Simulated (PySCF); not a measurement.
**Run report: C6H10OSi, NMR shielding calculation**

- system: C6H10OSi
- method: GIAO PBE0/pcSseg-1 NMR shielding, non-relativistic, gas phase (PySCF 2.14.0)

The geometry comes from this level: GFN2-xTB, NEB image 2 of 0 to 8. It belongs to a series of runs on one base structure; here: NEB image 2 of 0 to 8. Figures and captions count atoms from 1; the log counts them from 0 in places.

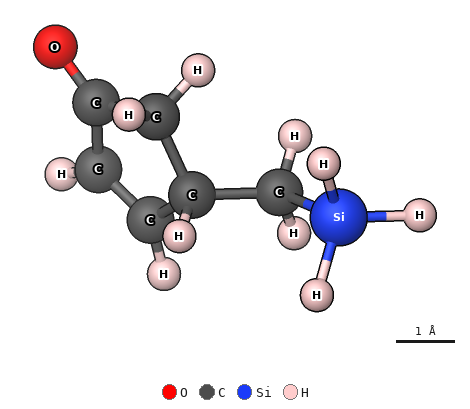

*The structure (ball-and-stick view, seen at a tilt).*

Bond lengths as drawn: C–C 1.33 to 1.54 Å, C–H 1.08 to 1.10 Å, C–O 1.21 Å, C–Si 1.90 Å and H–Si 1.46 to 1.47 Å.

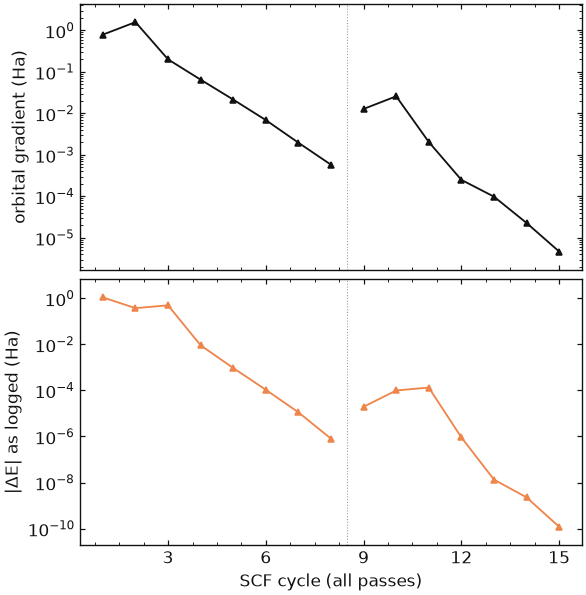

*Convergence of the self-consistent field: orbital gradient and size of the energy change against the SCF cycle. The dotted line marks the change from a coarse to the final integration grid.*

The first 8 cycles use a coarse grid, the final grid takes over at cycle 9, and the field converges after 15 cycles in all.

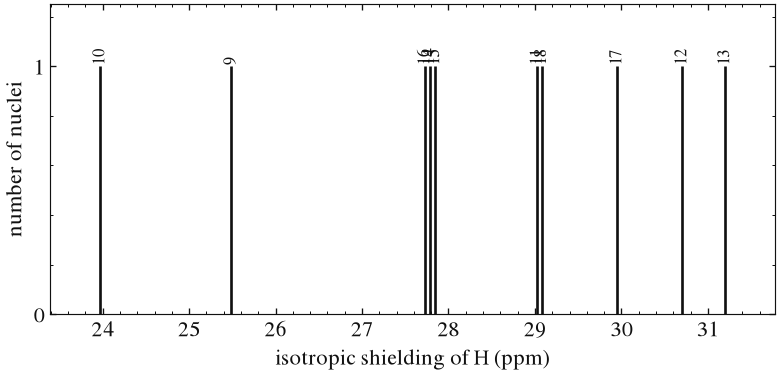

*Isotropic shieldings of the hydrogen nuclei in this fixed geometry, labelled by atom number; shielding grows to the right, so chemical shift grows to the left.*

The least shielded is H10 (24.0 ppm), the most shielded H13 (31.2 ppm).

These pictures come from the run below.

### The input
```
{"job": {"kind": "nmr", "xc": "PBE0", "basis": "pcSseg-1", "pop": false}, "charge": 0, "multiplicity": 1}
O     -1.510000     2.172500     2.397100
C     -1.314900     1.366400     1.520800
C     -2.236100     0.975100     0.445200
C     -1.676500     0.051100    -0.332400
C     -0.286600    -0.320100     0.089800
C      0.721300    -0.095600    -1.050600
Si     2.168100    -1.332800    -1.066900
C     -0.040300     0.556800     1.322500
H     -3.218400     1.402500     0.344600
H     -2.130100    -0.412100    -1.194900
H     -0.282000    -1.379600     0.368900
H      0.196200    -0.185800    -2.003300
H      1.084100     0.932300    -1.011800
H      2.946500    -1.247000     0.168200
H      1.598100    -2.678400    -1.189800
H      3.009100    -1.030300    -2.224700
H      0.791900     1.246300     1.179700
H      0.170900    -0.015200     2.226000
```

The first line tells a small driver script what to run in PySCF; the rest is the geometry in Å.

Launch command:
```bash
OMP_NUM_THREADS=1 python <driver script> task.json out
```

### The program's output
```
coarse grid: 15432 points
cycle   1  E = -598.6249717355  dE =  1.103e+00  |g| = 7.932e-01  |ddm| = 3.852e+00
cycle   2  E = -598.2493595569  dE =  3.756e-01  |g| = 1.587e+00  |ddm| = 2.921e+00
cycle   3  E = -598.7473053733  dE = -4.979e-01  |g| = 2.009e-01  |ddm| = 2.277e+00
cycle   4  E = -598.7563991520  dE = -9.094e-03  |g| = 6.507e-02  |ddm| = 2.414e-01
cycle   5  E = -598.7573416161  dE = -9.425e-04  |g| = 2.153e-02  |ddm| = 7.861e-02
cycle   6  E = -598.7574486471  dE = -1.070e-04  |g| = 6.905e-03  |ddm| = 2.406e-02
cycle   7  E = -598.7574598309  dE = -1.118e-05  |g| = 1.966e-03  |ddm| = 7.460e-03
cycle   8  E = -598.7574606297  dE = -7.987e-07  |g| = 5.796e-04  |ddm| = 2.318e-03
final grid: 144104 points
cycle   9  E = -598.8166333227  dE = -1.952e-05  |g| = 1.283e-02  |ddm| = 3.424e-02
cycle  10  E = -598.8165334901  dE =  9.983e-05  |g| = 2.588e-02  |ddm| = 3.403e-02
cycle  11  E = -598.8166668358  dE = -1.333e-04  |g| = 2.050e-03  |ddm| = 2.503e-02
cycle  12  E = -598.8166677499  dE = -9.141e-07  |g| = 2.504e-04  |ddm| = 2.039e-03
cycle  13  E = -598.8166677633  dE = -1.343e-08  |g| = 9.865e-05  |ddm| = 3.870e-04
cycle  14  E = -598.8166677656  dE = -2.256e-09  |g| = 2.290e-05  |ddm| = 1.036e-04
cycle  15  E = -598.8166677657  dE = -1.196e-10  |g| = 4.692e-06  |ddm| = 2.856e-05
converged SCF energy = -598.8166677657

GIAO shielding tensors (ppm)
atom      isotropic    diamagn.    paramagn.     s11        s22        s33       span
  0 O     -298.244     394.621    -692.865   -880.089   -366.817    352.176   1232.265
  1 C      -24.096     250.063    -274.158   -101.700    -29.873     59.286    160.987
  2 C       46.871     255.204    -208.333    -50.739     53.326    138.025    188.764
  3 C        7.062     256.060    -248.998   -123.510      7.082    137.613    261.123
  4 C      146.028     247.422    -101.394    138.067    142.260    157.758     19.691
  5 C      168.651     250.949     -82.298    142.024    169.468    194.462     52.438
  6 Si     418.785     879.414    -460.628    387.105    404.503    464.748     77.644
  7 C      140.488     250.410    -109.923    122.944    138.572    159.948     37.004
  8 H       25.487      30.710      -5.223     23.903     24.834     27.723      3.820
  9 H       23.971      31.900      -7.929     19.441     24.604     27.870      8.429
 10 H       29.027      33.016      -3.988     25.236     28.244     33.602      8.366
 11 H       30.702      32.082      -1.380     25.677     29.918     36.510     10.832
 12 H       31.198      32.060      -0.862     26.815     30.563     36.216      9.401
 13 H       27.784      28.851      -1.066     24.095     26.692     32.566      8.471
 14 H       27.844      28.953      -1.109     24.499     26.218     32.815      8.316
 15 H       27.729      28.156      -0.427     24.300     25.221     33.666      9.366
 16 H       29.950      31.679      -1.728     25.579     30.653     33.620      8.041
 17 H       29.079      30.617      -1.538     24.960     27.951     34.326      9.365
```

### Results in brief

| quantity | value |
| --- | --- |
| outcome | converged |
| total energy | −598.816668 hartree |
| HOMO | −7.14 eV |
| LUMO | −1.43 eV |
| dipole moment | 3.54 D |
| isotropic shielding, O | −298.2 ppm |
| isotropic shielding, C | −24.1 to 168.7 ppm |
| isotropic shielding, Si | 418.8 ppm |
| isotropic shielding, H | 24.0 to 31.2 ppm |
| hardware | 1 CPU thread, shared host |
| wall time | 23 s |
| peak memory | 0.88 GiB |
